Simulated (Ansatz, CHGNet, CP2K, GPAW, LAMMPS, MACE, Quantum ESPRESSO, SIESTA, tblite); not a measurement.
# Quantum ESPRESSO on amorphous carbon (100 atoms): settings compared

How far do other settings of Quantum ESPRESSO move the forces in amorphous carbon (100 atoms)? One run of the same program serves as the yardstick.

Program: Quantum ESPRESSO 7.5. Level of theory: the method is named at each step. Results are calculated unless marked as measured.

## Step 1: Starting point

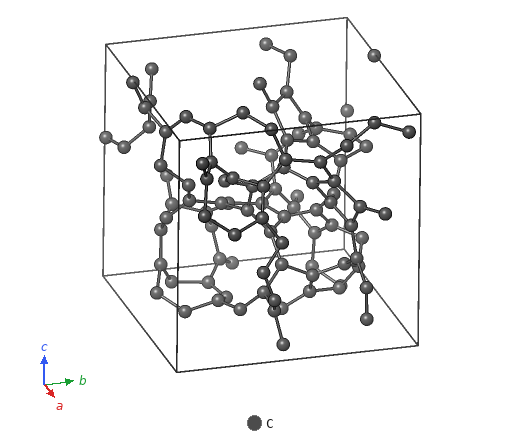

The starting structure, seen slightly off an axis (carbon dark grey). Bonds to atoms that aren't drawn are left out. Some periodic images of atoms are drawn too.

The cell holds 100 atoms: 100 C. Cell: a = 10.470 Å, b = 10.470 Å, c = 10.470 Å, α = 90.0°, β = 90.0°, γ = 90.0°. 100 atoms (100 C) placed at random at 1.74 g/cm³, melted at 5500 K for 10 ps at fixed volume with the LCBOP (Los and Fasolino, Phys. Rev. B 68, 024107 (2003)). Quenched from 5500 K to 300 K at 100 K/ps and fixed volume, held 5 ps.

The yardstick, on the same geometry:

| Quantity | Value |
| --- | --- |
| method | Kohn-Sham DFT, PBE, SSSP efficiency 1.3.0 pseudopotentials, plane waves (Quantum ESPRESSO 7.5); sssp-pbe-1.3.0-efficiency, cutoffs 45/360 Ry, Γ point |
| r.m.s. force component | 1.427 eV/Å |
| longest force | 5.519 eV/Å |
| pressure | -13.62 GPa |
| time | 2.6 min on 2 MPI ranks of Arm Neoverse V2, shared host |
| CPU time | 5.2 min |

## Step 2: PBE, sssp-1.3.0-efficiency, 20/160 Ry

Method: Kohn-Sham DFT, PBE, SSSP efficiency 1.3.0 pseudopotentials, plane waves.

pw.in

```
&control
  calculation = 'scf'
  pseudo_dir = './pseudo'
  outdir = './tmp'
  disk_io = 'none'
  tprnfor = .true.
  tstress = .true.
/
&system
  ibrav = 0
  nat = 100
  ntyp = 1
  ecutwfc = 20
  ecutrho = 160
  nosym = .true.
  occupations = 'smearing'
  smearing = 'fd'
  degauss = 0.003675
/
&electrons
  conv_thr = 5.0e-07
  electron_maxstep = 100
  mixing_beta = 0.2
  mixing_mode = 'local-TF'
  diagonalization = 'david'
/
ATOMIC_SPECIES
C 12.011 C.upf
CELL_PARAMETERS angstrom
10.46950 0.00000 0.00000
0.00000 10.46950 0.00000
0.00000 0.00000 10.46950
ATOMIC_POSITIONS crystal
C 0.46867 0.08807 0.66176
C 0.29458 0.56485 0.37092
C 0.26900 0.79303 0.20754
C 0.25985 0.93802 0.61120
C 0.40165 0.96118 0.61551
C 0.76942 0.20338 0.78821
C 0.68287 0.22402 0.89507
C 0.19125 0.12554 0.70873
C 0.60707 0.31261 0.62696
C 0.40065 0.36338 0.43904
C 0.38697 0.86635 0.01807
C 0.46961 0.83509 0.59737
C 0.95579 0.41607 0.24420
C 0.90810 0.81193 0.23382
C 0.58458 0.56400 0.64627
C 0.52456 0.79083 0.48082
C 0.68648 0.65278 0.61375
C 0.47656 0.60989 0.71470
C 0.81407 0.70230 0.66635
C 0.63071 0.37543 0.07481
C 0.37637 0.39545 0.01853
C 0.97291 0.96082 0.91532
C 0.12984 0.44342 0.07638
C 0.99432 0.09854 0.88722
C 0.86720 0.79422 0.56895
C 0.49716 0.32521 0.06438
C 0.94427 0.44869 0.48415
C 0.51592 0.58342 0.00793
C 0.37078 0.99940 0.98980
C 0.93084 0.82969 0.95352
C 0.41960 0.51151 0.94573
C 0.42436 0.73352 0.67288
C 0.90466 0.47029 0.02657
C 0.34793 0.05741 0.86537
C 0.38093 0.82918 0.28256
C 0.46988 0.92751 0.25341
C 0.03340 0.79219 0.26654
C 0.24759 0.16119 0.28485
C 0.16157 0.73842 0.27878
C 0.82408 0.43560 0.92569
C 0.95170 0.37023 0.36820
C 0.19959 0.22316 0.03238
C 0.39312 0.10195 0.07865
C 0.09842 0.66268 0.48492
C 0.54990 0.68788 0.08347
C 0.99028 0.86103 0.58058
C 0.57457 0.43816 0.57690
C 0.73682 0.30523 0.69408
C 0.23019 0.11521 0.83695
C 0.34715 0.15208 0.37820
C 0.38902 0.57418 0.82631
C 0.14398 0.23743 0.34303
C 0.95756 0.70796 0.87920
C 0.47077 0.10720 0.80654
C 0.07211 0.64258 0.95652
C 0.03909 0.52319 0.01258
[... 40 atom lines left out ...]
C 0.78627 0.80747 0.31027
C 0.84226 0.49023 0.79639
C 0.43704 0.74674 0.38123
C 0.27522 0.78170 0.06615
K_POINTS gamma
```

Command:

```bash
$ OMP_NUM_THREADS=1 mpirun -np 2 pw.x -in pw.in > output.txt
```

Output:

```text
Program PWSCF
     gamma-point specific algorithms are used
     Parallelization info
     sticks:   dense  smooth     PW     G-vecs:    dense   smooth      PW
     Min        2494    1243    310               132337    46690    5874
     Max        2495    1250    311               132338    46691    5879
     Sum        4989    2493    621               264675    93381   11753
     bravais-lattice index     =            0
     lattice parameter (alat)  =      19.7845  a.u.
     unit-cell volume          =    7744.1619 (a.u.)^3
     number of atoms/cell      =          100
     number of atomic types    =            1
     number of electrons       =       400.00
     number of Kohn-Sham states=          240
     kinetic-energy cutoff     =      20.0000  Ry
     charge density cutoff     =     160.0000  Ry
     scf convergence threshold =      5.0E-07
     mixing beta               =       0.2000
     number of iterations used =            8  local-TF  mixing
     Exchange-correlation= SLA  PW   PBX  PBC
                           (   1   4   3   4   0   0   0)
     crystal axes: (cart. coord. in units of alat)
               a(1) = (   1.000000   0.000000   0.000000 )
               a(2) = (   0.000000   1.000000   0.000000 )
               a(3) = (   0.000000   0.000000   1.000000 )
     reciprocal axes: (cart. coord. in units 2 pi/alat)
               b(1) = (  1.000000  0.000000  0.000000 )
               b(2) = (  0.000000  1.000000  0.000000 )
               b(3) = (  0.000000  0.000000  1.000000 )
     PseudoPot. # 1 for C :
     Pseudo is Projector augmented-wave + core cor, Zval =  4.0
     atomic species   valence    mass     pseudopotential
     C                 4.00    12.01100     C ( 1.00)
     No symmetry found
   Cartesian axes
     number of k points=     1  Fermi-Dirac smearing, width (Ry)=  0.0037
                       cart. coord. in units 2pi/alat
        k(    1) = (   0.0000000   0.0000000   0.0000000), wk =   2.0000000
     Dense  grid:   132338 G-vectors     FFT dimensions: (  80,  80,  80)
     Smooth grid:    46691 G-vectors     FFT dimensions: (  60,  60,  60)
     Check: negative core charge=   -0.000039
     Initial potential from superposition of free atoms
     starting charge     399.9958, renormalised to     400.0000
     Starting wfcs are  400 randomized atomic wfcs
     Self-consistent Calculation
     iteration #  1     ecut=    20.00 Ry     beta= 0.20
     total energy              =   -1832.12335926 Ry
     estimated scf accuracy    <       6.69806419 Ry
     iteration #  2     ecut=    20.00 Ry     beta= 0.20
     negative rho (up, down):  8.370E-07 0.000E+00
     total energy              =   -1830.01503110 Ry
     estimated scf accuracy    <       4.87877238 Ry
     iteration #  3     ecut=    20.00 Ry     beta= 0.20
     total energy              =   -1830.43490088 Ry
     estimated scf accuracy    <       0.68543219 Ry
     iteration #  4     ecut=    20.00 Ry     beta= 0.20
     total energy              =   -1830.37590177 Ry
     estimated scf accuracy    <       0.37268247 Ry
     iteration #  5     ecut=    20.00 Ry     beta= 0.20
     total energy              =   -1830.37659899 Ry
     estimated scf accuracy    <       0.12262896 Ry
     iteration #  6     ecut=    20.00 Ry     beta= 0.20
     total energy              =   -1830.38840241 Ry
     estimated scf accuracy    <       0.02651443 Ry
[...]
negative rho (up, down):  4.327E-08 0.000E+00
[...]
negative rho (up, down):  4.021E-07 0.000E+00
[...]
negative rho (up, down):  2.528E-06 0.000E+00
[...]
negative rho (up, down):  4.143E-06 0.000E+00
[...]
negative rho (up, down):  8.672E-06 0.000E+00
[...]
total energy              =   -1830.39686815 Ry
[...]
iteration # 15     ecut=    20.00 Ry     beta= 0.20
[...]
total energy              =   -1830.39692034 Ry
     estimated scf accuracy    <       0.00000147 Ry
     iteration # 16     ecut=    20.00 Ry     beta= 0.20
[...]
total energy              =   -1830.39695308 Ry
     estimated scf accuracy    <       0.00000065 Ry
     iteration # 17     ecut=    20.00 Ry     beta= 0.20
     negative rho (up, down):  1.329E-05 0.000E+00
     End of self-consistent calculation
          k = 0.0000 0.0000 0.0000 (  5877 PWs)   bands (ev):
   -15.0657 -14.7303 -14.5390 -14.3741 -14.1812 -14.0434 -13.9080 -13.7622
   -13.5875 -13.4794 -13.3037 -13.2023 -13.1069 -12.8921 -12.6779 -12.5589
   -12.4778 -12.4421 -12.3320 -12.2297 -11.9730 -11.9005 -11.8751 -11.7667
   -11.6731 -11.5538 -11.3295 -11.0999 -11.0724 -10.9158 -10.8898 -10.7792
   -10.7215 -10.5971 -10.4782 -10.4135 -10.2023 -10.1601 -10.1302  -9.9612
    -9.8570  -9.6910  -9.6407  -9.4023  -9.2460  -9.1446  -8.9332  -8.7455
[...]
5.6597   5.7848   5.8056   6.1167   6.2225   6.3237   6.4623   6.5463
     6.6416   6.7389   6.8579   6.8811   7.0249   7.1124   7.1692   7.1922
     7.3772   7.4490   7.6569   7.6834   7.7856   7.8964   7.9824   8.0246
     the Fermi energy is     4.4231 ev
!    total energy              =   -1830.39701007 Ry
     total all-electron energy =     -7606.806792 Ry
     estimated scf accuracy    <       0.00000030 Ry
     smearing contrib. (-TS)   =      -0.01758199 Ry
     internal energy E=F+TS    =   -1830.37942808 Ry
     The total energy is F=E-TS. E is the sum of the following terms:
     one-electron contribution =    -850.59970001 Ry
     hartree contribution      =     597.61306794 Ry
     xc contribution           =    -452.15357207 Ry
     ewald contribution        =    -508.33239458 Ry
     one-center paw contrib.   =    -616.90682935 Ry
     convergence has been achieved in  17 iterations
     negative rho (up, down):  1.329E-05 0.000E+00
     Forces acting on atoms (cartesian axes, Ry/au):
     atom    1 type  1   force =     0.00018666    0.03491152   -0.02420728
     atom    2 type  1   force =     0.07658348    0.02655407   -0.00610902
     atom    3 type  1   force =    -0.00520098   -0.02714181   -0.07956896
     atom    4 type  1   force =     0.16050249    0.00670614    0.00687504
     atom    5 type  1   force =    -0.07273338    0.00932176    0.00038584
     atom    6 type  1   force =     0.18089402   -0.04717551   -0.08507549
[...]
atom   98 type  1   force =     0.01456913    0.04745071   -0.02857122
     atom   99 type  1   force =    -0.00779476    0.17198791   -0.04104374
     atom  100 type  1   force =    -0.01627253   -0.04191706   -0.16210721
     Total force =     1.029909     Total SCF correction =     0.000883
     Computing stress (Cartesian axis) and pressure
     negative rho (up, down):  1.329E-05 0.000E+00
          total   stress  (Ry/bohr**3)                   (kbar)     P=     -420.66
  -0.00300918  -0.00014308  -0.00018423         -442.67      -21.05      -27.10
  -0.00014308  -0.00269344  -0.00014192          -21.05     -396.22      -20.88
  -0.00018423  -0.00014192  -0.00287623          -27.10      -20.88     -423.11
     Message from routine punch:
     Nothing written, as per user request (disk_io='none')
```

It took 59 s on 2 MPI ranks of Arm Neoverse V2, shared host; peak memory 0.89 GiB; 2 min of CPU time.

Banners, paths, timers and routine set-up lines are dropped from the logs unmarked, and long logs keep their key lines alone; longer cuts are marked.

Numbers from this run, and their distance from the reference:

| Property | Result |
| --- | --- |
| r.m.s. force component | 1.529 eV/Å |
| r.m.s. difference of force components | 344.3 meV/Å |
| longest difference of force vectors | 1416 meV/Å |
| force difference over r.m.s. force | 24.13 % |
| slope of forces against the reference's | 1.045 |
| correlation of force components | 0.9752 |
| pressure | -42.07 GPa |
| pressure difference | -28.45 GPa |
| energy less the same-level run's | 862.9 meV/atom |
| r.m.s. force difference from the same-level run | 344.3 meV/Å |

This is a coarse setting, run to see what it loses.

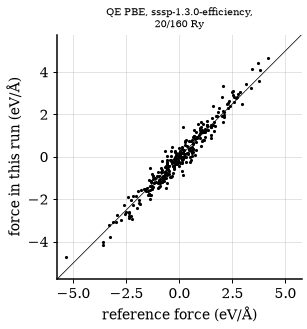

Force components against those of the reference; the line marks equality.

A closer look about C6, which bears the longest force: 9 atoms, nearest first, numbered in the order of the input, with positions taken from that point.

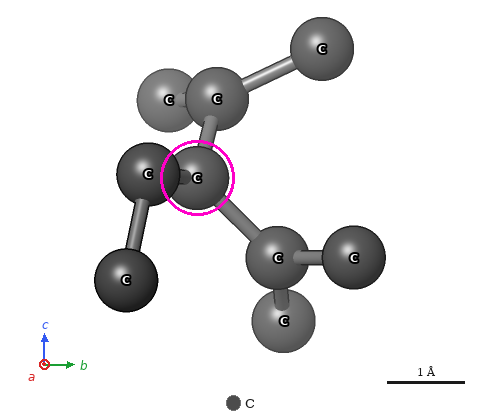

The atoms of the table, within 2.7 Å (arrows a, b, c point along x, y, z); some may hide others; the central atom is ringed.

| atom | x | y | z | distance (Å) | bonds | Fx | Fy | Fz (eV/Å) |
| --- | --- | --- | --- | --- | --- | --- | --- | --- |
| C6 | 0.00 | 0.00 | 0.00 | 0.00 | 3 | 4.65 | -1.21 | -2.19 |
| C7 | -0.91 | 0.22 | 1.12 | 1.46 | 3 | 0.70 | 3.07 | 0.29 |
| C48 | -0.34 | 1.07 | -0.99 | 1.49 | 3 | -4.03 | -2.96 | -0.44 |
| C78 | 1.43 | -0.61 | -0.09 | 1.56 | 3 | -3.09 | 0.83 | -0.49 |
| C83 | 0.71 | 2.07 | -1.05 | 2.43 | 3 | -0.84 | 0.57 | 1.18 |
| C68 | -0.65 | 1.57 | 1.78 | 2.46 | 3 | 0.53 | -3.07 | -0.26 |
| C84 | -2.18 | -0.43 | 1.20 | 2.52 | 3 | -2.40 | -1.00 | 0.91 |
| C80 | 1.95 | -0.86 | -1.53 | 2.62 | 3 | 0.36 | 2.98 | -0.29 |
| C9 | -1.70 | 1.14 | -1.69 | 2.65 | 3 | -0.36 | -0.84 | 0.34 |

Forces lie 24 % from the reference's, at 0.38 times its CPU time.

Within one program, basis, potentials and functional, energies share a zero. Each run against its twin at the usual cutoff or grid and solver:

| run | twin | Δ energy (meV/atom) | Δ force, r.m.s. (meV/Å) | CPU time over the twin's |
| --- | --- | --- | --- | --- |
| QE PBE, sssp-1.3.0-efficiency, 20/160 Ry | sssp-1.3.0-efficiency, 45/360 Ry | 863 | 344 | 0.38 |

## Step 3: Outcome

```json
{
  "force difference from the reference": "QE PBE, sssp-1.3.0-efficiency, 20/160 Ry (coarse), 24 %",
  "its CPU time": "2 min"
}
```

**Reading.** Runs with settings chosen to be coarse differ by 24 % (QE PBE, sssp-1.3.0-efficiency, 20/160 Ry). One electronic-structure run takes under half the reference's CPU time: QE PBE, sssp-1.3.0-efficiency, 20/160 Ry, at 24 % in 2 min against 5.2 min; its pressure misses by -28.4 GPa. In pressure, QE PBE, sssp-1.3.0-efficiency, 20/160 Ry misses by -28.4 GPa, at the same functional; a cutoff this low leaves a large Pulay stress. The reference's pressure holds the uncorrected Pulay stress of its 45 Ry basis, so small pressure differences, and their order, may be the reference's own error. The quench rate of 100 K/ps is many orders above laboratory rates, so the cell is likely richer in defects and strain than a real sample. The network of bonds at the start is that of the classical potential that made the cell, and needn't be the one that DFT or experiment would give. The reference's stress is far from hydrostatic: its diagonal is -16.3, -10.9, -13.6 GPa, compression counted positive. The electronic-structure runs sample only Γ, in a cell whose shortest periodic width is 10 Å, which is coarse for a cell with partly filled levels.

[Also dropped from logs without a mark: logging warnings of Python, and SIESTA's first energy breakdown and zero terms.]

[Logs are printed without paths, hosts, clocks, repeated set-up lines and the standing remarks that a program may print on its own settings, such as how far it seeks lower states.]

[Hosts, paths, dates, database ids (printed as entryN), source tags and the programs' standing remarks are cut or masked in the printed files.]
